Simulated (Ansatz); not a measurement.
CH$_{6}$BClO: several calculations on one system

Part 1: Relaxation

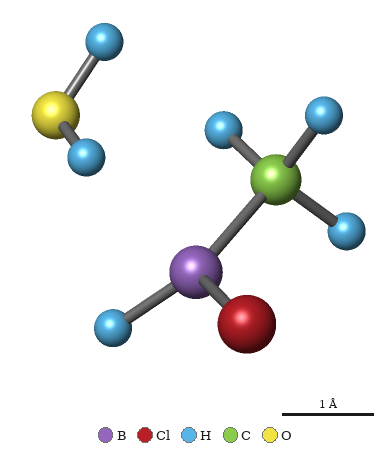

CH₆BClO, before the relaxation. The picture is a ball-and-stick view, seen from a free direction.

The run prepares an end point of a later path (reaction) calculation, from a guessed geometry.

Method: RKS B3LYP-D4/6-31G* (Ansatz).

Input
```yaml
crystal:
  periodic: [false, false, false]
  atoms:
    - { symbol: B, position_ang: [-0.104262, 0.28596, 0.086956] }
    - { symbol: Cl, position_ang: [-0.250747, 0.443965, 1.914006] }
    - { symbol: H, position_ang: [0.986253, 0.499273, -0.334763] }
    - { symbol: C, position_ang: [-1.401263, 0.152769, -0.76079] }
    - { symbol: H, position_ang: [-2.206041, -0.391172, -0.248773] }
    - { symbol: H, position_ang: [-1.78694, 1.169457, -0.949846] }
    - { symbol: H, position_ang: [-1.208202, -0.301817, -1.740047] }
    - { symbol: O, position_ang: [0.350631, -2.255482, 0.392327] }
    - { symbol: H, position_ang: [-0.525811, -2.636651, 0.228092] }
    - { symbol: H, position_ang: [0.321282, -1.995903, 1.342838] }
basis:
  gaussian: { orbitals: "6-31G*" }
hamiltonian:
  xc: b3lyp
  dispersion: d4
relax:
  f_tol: 0.03
  max_steps: 50
```

Run as
```bash
ansatz run input.yaml --threads 1 --pin off --max-ram 2048MiB --backend cpu --events-out ev --progress --plain --runs-dir out
```

What does the optimiser find from here?

Answer. The atom that moves furthest after the best rigid fit is H10 (0.66 Å). Largest moves by element: H 0.66 Å, O 0.52 Å, B 0.41 Å, Cl 0.24 Å, C 0.09 Å. Some distances before and after: B1–O8 2.600 → 1.716 Å, B1–Cl2 1.840 → 1.878 Å, B1–C4 1.555 → 1.583 Å, O8–H10 0.986 → 0.976 Å. Among the angles between lasting bonds that change: H3–B1–C4 126.0° → 120.2°, Cl2–B1–C4 118.8° → 114.9°, Cl2–B1–H3 114.2° → 111.4°. The energy falls by 7.48 kcal/mol in 10 geometry steps. The largest force component goes from 0.7 to 0.03 eV/Å. Cost: 24 s on 1 thread of Intel(R) Xeon(R) 6975P-C (Granite Rapids), on a shared host, peak memory 0.17 GiB.

Final geometry:

```xyz
10

B    -0.1272   -0.1133    0.1676
Cl   -0.4365    0.3066    1.9719
H     0.9535    0.2580   -0.1888
C    -1.3824    0.0625   -0.7816
H    -2.2948   -0.4145   -0.3957
H    -1.6112    1.1301   -0.8852
H    -1.1915   -0.3265   -1.7900
O     0.1257   -1.8079    0.2557
H    -0.6839   -2.1864    0.6508
H     0.8233   -1.9384    0.9253
```

After the run, drawn alike:

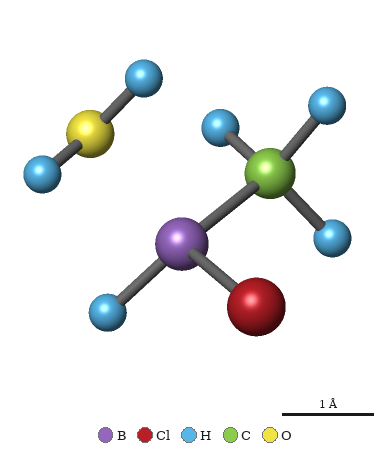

Limits of the set-up: the start holds two separate molecules, 2.6 Å apart at their closest, whose relative position is a soft coordinate.

Part 2: Relaxation

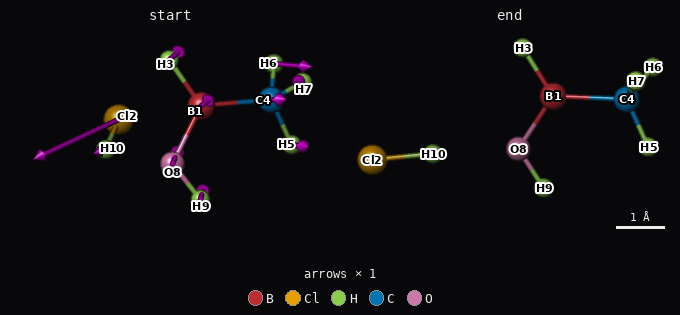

The structure of CH$_{6}$BClO before (left) and after (right) a relaxation, at one scale. The purple arrows give the displacements, at their true length.

The picture is a ball-and-stick view, seen from a free direction.

The run prepares an end point of a later path (reaction) calculation, from a guessed geometry.

Computed with RKS B3LYP-D4/6-31G* in Ansatz 0.2.0. Settings: no spin polarisation; force threshold 0.03 eV/Å; at most 50 steps.

Describe what moved and what it gained.

Answer. Cl2 moves most after the best rigid fit: 2.19 Å. Largest moves by element: Cl 2.19 Å, O 1.20 Å, H 1.02 Å, B 0.57 Å, C 0.52 Å. Some distances before and after: Cl2–H10 1.334 → 1.308 Å, B1–O8 1.389 → 1.370 Å. Among the angles between lasting bonds that change: B1–O8–H9 111.5° → 113.6°. The energy falls by 4.88 kcal/mol in 21 accepted moves (22 points after the start). Largest force component: 0.82 eV/Å at the start, 0.0076 eV/Å at the end. The line search rejected the trial step at point 2 of the run.

Limits of the set-up: the start holds two separate molecules, 2.2 Å apart at their closest, whose relative position is a soft coordinate.

Part 3: Path

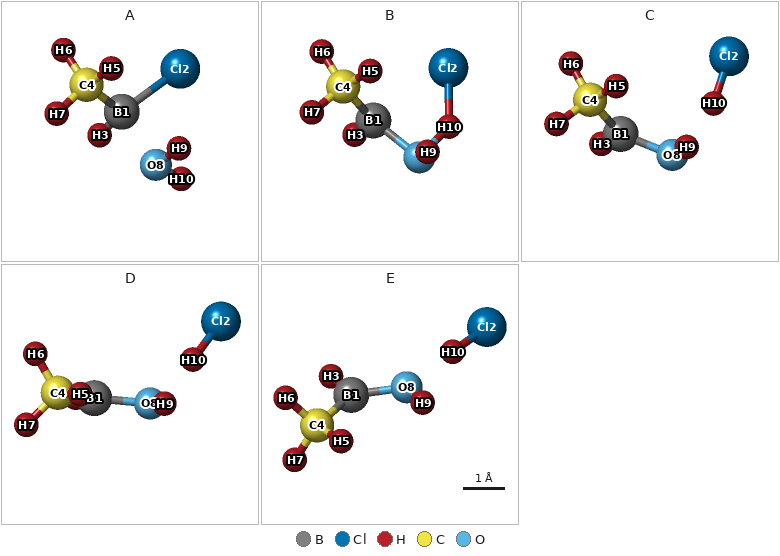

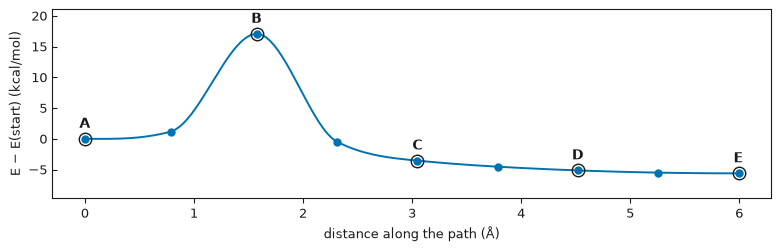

A nudged-elastic-band calculation for CH6BClO. Images are numbered from 0 (start) to 8 (end). Frames A to E are images 0, 2, 4, 6, 8. The picture is a ball-and-stick view, seen from a free direction.

Computed with Ansatz 0.2.0, RKS B3LYP-D4/6-31G*. Settings: 7 movable images; climbing image; force threshold 0.05 eV/Å; iteration limit 60; starting path through a guess of the saddle point.

What happens along the path, and what is the barrier?

Answer. The highest point, image 2, lies 17.1 kcal/mol above the start and 22.7 kcal/mol above the end; the end is at −5.6 kcal/mol relative to the start. Breaking: B1–Cl2 (1.88 → 2.41 at the top → 4.16 Å), O8–H10 (0.98 → 1.20 at the top → 1.84 Å). Forming: B1–O8 (1.72 → 1.51 at the top → 1.37 Å), Cl2–H10 (2.78 → 1.61 at the top → 1.31 Å). The band converged in 22 iterations, with a climbing image at the top. At the top, the vibrational analysis gives one imaginary mode (1023i cm⁻¹), as a transition state must have.
